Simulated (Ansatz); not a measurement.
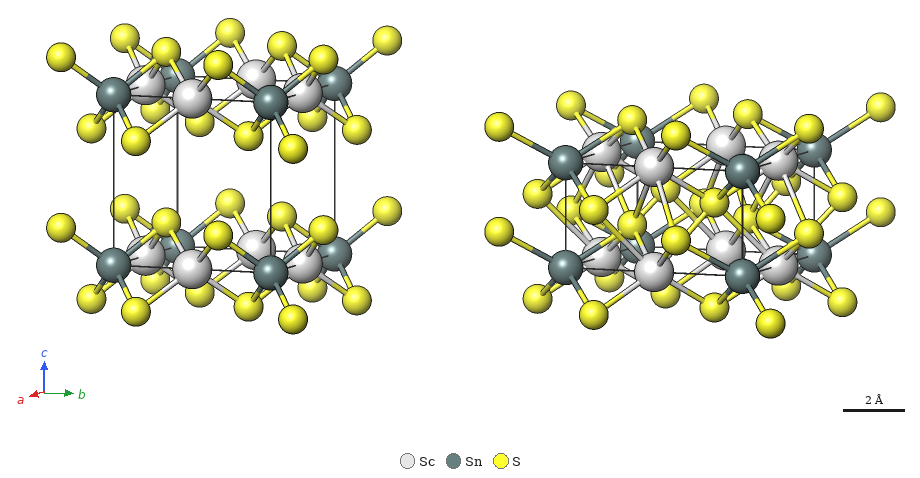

Two geometries of a crystal of Sc$_{2}$SnS$_{4}$ (built on the Cu2WS4-111 type type), drawn at one scale. One is the start of a relaxation, the other its converged end. The picture is a ball-and-stick view of the cell of the calculation, seen slightly off an axis.

Computed with Ansatz 0.2.0, DFT, PBEsol, plane waves, PAW. (plane-wave cutoff 420 eV; k-point mesh 4 × 4 × 4; occupations fermi dirac; smearing width 0.03 eV; no spin polarisation; cell and atoms relaxed; force threshold 0.01 eV/Å; at most 120 steps)

Q: Which geometry has the lower energy?

A: The right one is the relaxed one. The largest moves relative to the cell, 0.55 Å, are those of S atoms. Sn and Sc stay in place. The drawn cell changes as follows: a = b 5.595 → 6.295 Å (+12.5 %), c 5.668 → 3.487 Å (−38.5 %); the volume changes by −22.1 %. Near-neighbour distances that change, for instance: S–Sc 4.766 → 3.121 Å, S–Sn 2.308 → 2.715 Å, Sc–Sn 2.798 → 3.148 Å, S–Sc 2.387 → 2.584 Å. New bonds form, among them: S–Sc (4.77 → 3.12 Å). Bond angles that change, for instance: S–Sc–S 112.1° → 98.7°, S–Sn–S 109.5° → 122.6°, S–Sc–S 112.1° → 119.4°. The space group stays P-42m (No. 111). The energy falls by 435 meV per atom in 15 accepted moves (17 points after the start). The largest force component goes from 2.2 to 0.00026 eV/Å. The pressure goes from 13.00 to 0.00 GPa. At 2 points the geometry stayed and the basis and grid were re-selected for the new cell (energy shift of 0.8 meV per atom at most each time). Cost: 47 s on 4 threads of Arm Neoverse V1 (shared host), peak memory 0.51 GiB.
